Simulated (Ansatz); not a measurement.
**singlet [BSiH4]+ at 6 levels**

We compute a comparison of 6 runs (B2PLYP/STO-3G, B3LYP/STO-3G, SVWN5/STO-3G, r2SCAN0/STO-3G, wB97M-V/STO-3G, BCCD(T)/STO-3G) of singlet [BSiH4]+. 

Program for the calculation: Ansatz 0.2.0.

54 further runs of the same task are left out: 1 that didn't finish, 53 set aside as unsound or not needed.

### Step 1. Starting point

[BSiH4]+ has 6 atoms, charge +1, and is taken as a singlet. As SMILES of the parent species, `[BH][SiH3]`. The shape is that of a GFN2-xTB optimisation. That shape belongs to the parent species and isn't relaxed for this state.

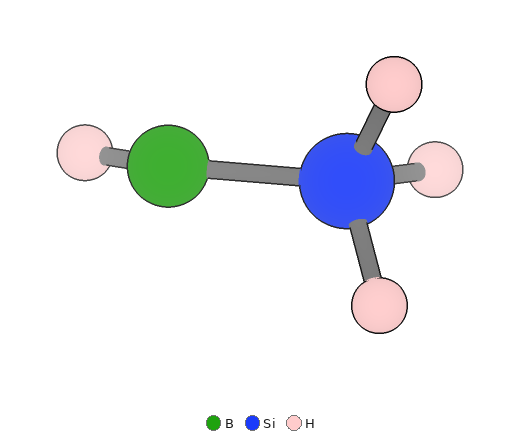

The structure, seen from a chosen angle (boron green, silicon blue, hydrogen pink).

### Step 2. The energy at B2PLYP/STO-3G (run 1)

Contents of job.yaml:

```yaml
basis:
  gaussian: {orbitals: STO-3G}
crystal:
  periodic: [false, false, false]
  atoms:
    - {symbol: B, position_ang: [0.938510, -0.830080, 0.651420]}
    - {symbol: Si, position_ang: [-0.268720, 0.378400, -0.198310]}
    - {symbol: H, position_ang: [1.206890, -1.921260, 0.929580]}
    - {symbol: H, position_ang: [-1.511470, -0.138420, -0.820190]}
    - {symbol: H, position_ang: [0.392690, 1.102720, -1.300860]}
    - {symbol: H, position_ang: [-0.757900, 1.408630, 0.738360]}
total_charge: 1
hamiltonian: {xc: {name: B2PLYP}}
accuracy: high
correlation: {frozen_orbitals: {B: 1, H: 0, Si: 5}}
```

The run is started by

```
$ ansatz run job.yaml --threads 1 --pin off --max-ram 2610MiB --events-out events.jsonl --progress --plain --runs-dir runs
```

The program printed:

```text
Warning: RAYON_NUM_THREADS=1 ignored (pool sized by the plan → 1); use --threads N
Functional definition: B2PLYP
  name "B2PLYP"
  parameter a = 0.53
  parameter c = 0.27
  exchange = (1 - a)*b88_x + a*exact_x
  correlation = (1 - c)*lyp_c + c*(mp2_os + mp2_ss)
311 factors; integrals over basis functions are off by at most 2.2e-8 eV
mean field evaluation 1: about -8502.2577 eV, gradient 1.4e1 eV
mean field evaluation 2: about -8502.2190 eV, gradient 1.4e1 eV
mean field evaluation 4: about -8503.1879 eV, gradient 9.7e-1 eV
mean field evaluation 8: about -8503.1918 eV, gradient 6.2e-3 eV
mean field evaluation 16: about -8503.1918 eV, gradient 8.9e-8 eV
mean field -8503.19182549 eV, -312.4865359163 hartree, gradient 8.9e-8 eV, S^2 0.000000; 0 other end points of the search recorded, 0 dependent functions left out
6 core orbitals not correlated: weight in the atoms' cores, before any rotation towards them, 0.999 or more for the frozen orbitals, at most 0.000 for the correlated occupied ones
reference -8503.19184371 eV, -312.4865365857 hartree; 5, 5 occupied and 7, 7 virtual orbitals, 311 factors
second order -2.59041953 eV of doubles, -0.00000000 eV of singles
Total energy: -8503.89125698 eV, -312.5122395494 hartree
```

Run time: 2.1 s. Hardware: 1 thread of Intel Xeon Platinum 8259CL at 2.50GHz (Skylake/Cascade Lake), shared host; peak memory 0.12 GiB.

### Step 3. A single-point energy at B3LYP/STO-3G (run 2)

Contents of run.yaml:

```yaml
crystal:
  periodic: [false, false, false]
  atoms:
    - {symbol: B, position_ang: [0.938510, -0.830080, 0.651420]}
    - {symbol: Si, position_ang: [-0.268720, 0.378400, -0.198310]}
    - {symbol: H, position_ang: [1.206890, -1.921260, 0.929580]}
    - {symbol: H, position_ang: [-1.511470, -0.138420, -0.820190]}
    - {symbol: H, position_ang: [0.392690, 1.102720, -1.300860]}
    - {symbol: H, position_ang: [-0.757900, 1.408630, 0.738360]}
basis:
  gaussian:
    orbitals: STO-3G
total_charge: 1
hamiltonian:
  xc: {name: B3LYP}
accuracy: high
```

The run is started by

```
$ ansatz run run.yaml --threads 1 --pin off --max-ram 2610MiB --events-out events.jsonl --progress --plain --runs-dir runs
```

The program printed:

```text
Warning: RAYON_NUM_THREADS=1 ignored (pool sized by the plan → 1); use --threads N
Functional definition: B3LYP
  name "B3LYP"
  parameter a0 = 0.2
  parameter ax = 0.72
  parameter ac = 0.81
  exchange = (1 - a0 - ax)*slater_x + ax*b88_x + a0*exact_x
  correlation = (1 - ac)*vwn_rpa_c + ac*lyp_c
311 factors; integrals over basis functions are off by at most 2.2e-8 eV
mean field evaluation 1: about -8508.4505 eV, gradient 1.4e1 eV
mean field evaluation 2: about -8505.5572 eV, gradient 3.0e1 eV
mean field evaluation 4: about -8509.4747 eV, gradient 6.6e-1 eV
mean field evaluation 8: about -8509.4122 eV, gradient 1.4e-3 eV
mean field evaluation 16: about -8509.4122 eV, gradient 1.4e-7 eV
mean field -8509.41224269 eV, -312.7151320320 hartree, gradient 3.1e-8 eV, S^2 0.000000; 0 other end points of the search recorded, 0 dependent functions left out
reference -8509.41227108 eV, -312.7151330753 hartree; 11, 11 occupied and 7, 7 virtual orbitals, 311 factors
Total energy: -8509.41227108 eV, -312.7151330753 hartree
```

It took 2.1 s on 1 thread of Intel Xeon Platinum 8259CL at 2.50GHz (Skylake/Cascade Lake), shared host; peak memory 0.11 GiB.

Run 3 isn't shown in full; the table further down has it.

### Step 4. A single-point energy at r2SCAN0/STO-3G (run 4)

Contents of molecule.yaml:

```yaml
crystal:
  periodic: [false, false, false]
  atoms:
    - {symbol: B, position_ang: [0.938510, -0.830080, 0.651420]}
    - {symbol: Si, position_ang: [-0.268720, 0.378400, -0.198310]}
    - {symbol: H, position_ang: [1.206890, -1.921260, 0.929580]}
    - {symbol: H, position_ang: [-1.511470, -0.138420, -0.820190]}
    - {symbol: H, position_ang: [0.392690, 1.102720, -1.300860]}
    - {symbol: H, position_ang: [-0.757900, 1.408630, 0.738360]}
basis:
  gaussian:
    orbitals: STO-3G
hamiltonian:
  xc: {name: r2SCAN0}
accuracy: high
total_charge: 1
```

The run is started by

```
$ ansatz run molecule.yaml --threads 1 --pin off --max-ram 2610MiB --events-out events.jsonl --progress --plain --runs-dir runs
```

The program printed:

```text
Warning: RAYON_NUM_THREADS=1 ignored (pool sized by the plan → 1); use --threads N
Functional definition: r2SCAN0
  name "r2SCAN0"
  parameter a = 0.25
  parameter k0 = 0.174
  parameter k1 = 0.065
  parameter a1 = 4.9479
  exchange = (1 - a)*r2scan_x(k0 = k0, k1 = k1, a1 = a1) + a*exact_x
  correlation = r2scan_c
311 factors; integrals over basis functions are off by at most 2.2e-8 eV
mean field evaluation 1: about -8507.0649 eV, gradient 1.3e1 eV
mean field evaluation 2: about -8506.5527 eV, gradient 1.7e1 eV
mean field evaluation 4: about -8507.9802 eV, gradient 3.9e-1 eV
mean field evaluation 8: about -8507.9223 eV, gradient 1.5e-3 eV
mean field evaluation 16: about -8507.9223 eV, gradient 4.2e-8 eV
mean field -8507.92230846 eV, -312.6603779589 hartree, gradient 4.2e-8 eV, S^2 0.000000; 0 other end points of the search recorded, 0 dependent functions left out
reference -8507.92230880 eV, -312.6603779714 hartree; 11, 11 occupied and 7, 7 virtual orbitals, 311 factors
Total energy: -8507.92230880 eV, -312.6603779714 hartree
```

It took 3.3 s on 1 thread of Intel Xeon Platinum 8259CL at 2.50GHz (Skylake/Cascade Lake), shared host; peak memory 0.15 GiB.

Run 5 isn't shown in full; the table further down has it.

### Step 5. A single-point energy at BCCD(T)/STO-3G (run 6)

Contents of input.yaml:

```yaml
crystal:
  periodic: [false, false, false]
  atoms:
    - {symbol: B, position_ang: [0.938510, -0.830080, 0.651420]}
    - {symbol: Si, position_ang: [-0.268720, 0.378400, -0.198310]}
    - {symbol: H, position_ang: [1.206890, -1.921260, 0.929580]}
    - {symbol: H, position_ang: [-1.511470, -0.138420, -0.820190]}
    - {symbol: H, position_ang: [0.392690, 1.102720, -1.300860]}
    - {symbol: H, position_ang: [-0.757900, 1.408630, 0.738360]}
basis:
  gaussian: {orbitals: STO-3G}
total_charge: 1
correlation: {method: bccd_t, frozen_orbitals: {B: 1, H: 0, Si: 5}}
accuracy: high
scf: {omitted_lower_state_checks: [cluster_reference, increment]}
```

The run is started by

```
$ ansatz run input.yaml --threads 1 --pin off --max-ram 2610MiB --events-out events.jsonl --progress --plain --runs-dir runs
```

The program printed, cut to the lines that bear on the results:

```text
Warning: RAYON_NUM_THREADS=1 ignored (pool sized by the plan → 1); use --threads N
Functional definition: HF
  name "HF"
[...]
311 factors; integrals over basis functions are off by at most 2.2e-8 eV
[...]
mean field -8489.13521309 eV, -311.9699649385 hartree, gradient 1.8e-8 eV, S^2 0.000000; 0 other end points of the search recorded, 0 dependent functions left out
6 core orbitals not correlated: weight in the atoms' cores, before any rotation towards them, 1.000 or more for the frozen orbitals, at most 0.000 for the correlated occupied ones
reference -8489.13521309 eV, -311.9699649385 hartree; 5, 5 occupied and 7, 7 virtual orbitals, 311 factors
second order -1.90264616 eV of doubles, -0.00000000 eV of singles
cycle   1  -2.48298956 eV  change   -5.8e-1 eV  update   7.4e-2
[...]
cycle  23  -2.82925720 eV  change   8.1e-11 eV  update  3.1e-10
perturbative correction -0.05049677 eV, -0.0018557222 hartree
Total energy: -8492.01496706 eV, -312.0757939451 hartree
Checks for a lower state left out: cluster_reference, increment
```

It took 0.4 s on 1 thread of Intel Xeon Platinum 8259CL at 2.50GHz (Skylake/Cascade Lake), shared host.

### Step 6. Overview of the runs

```
run           level  frozen core orbitals  energy (Eh)  wall time
  1   B2PLYP/STO-3G                     6  -312.512240      2.1 s
  2    B3LYP/STO-3G                     –  -312.715133      2.1 s
  3    SVWN5/STO-3G                     –  -311.184128     0.75 s
  4  r2SCAN0/STO-3G                     –  -312.660378      3.3 s
  5  wB97M-V/STO-3G                     –  -312.710834       19 s
  6  BCCD(T)/STO-3G                     6  -312.075794      0.4 s
```

### Step 7. Summary of results

```
                                          quantity          value
                               run 6: total energy  -312.07579 Eh
run 6: correlation energy (6 core orbitals frozen)     -105.8 mEh
                             run 6: (T) correction      -1.86 mEh
```

In words: Totals of different functionals can't be ranked against each other. In runs 1, 2, 3, 4, 5, 6 the basis is minimal, so the values are rough. All runs together took 28 s, the longest 19 s.
